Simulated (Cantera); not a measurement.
Input: 1 mol toluene, 0.05 mol CO2, a varied amount of N2, 0.051 mol H2O, at 1023 K and 27.0 bar.

Equilibrium computed with Cantera from the NASA thermochemical tables; the gas is ideal and each condensed phase is pure. Candidate condensed phases: C, C6H6, C7H8, C8H18, H2O; 136 gas species. Equilibrium is a limit: real reactors are often held back by kinetics, nucleation or transport.

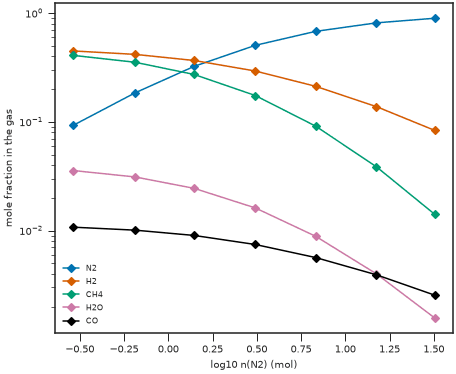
Figure. Equilibrium gas composition (values under 1e-9 drawn at 1e-9)

Read off the mole fractions at 0.29 mol N2.

H2 about 0.45, CH4 about 0.41, N2 about 0.093, H2O about 0.036, CO about 0.011.
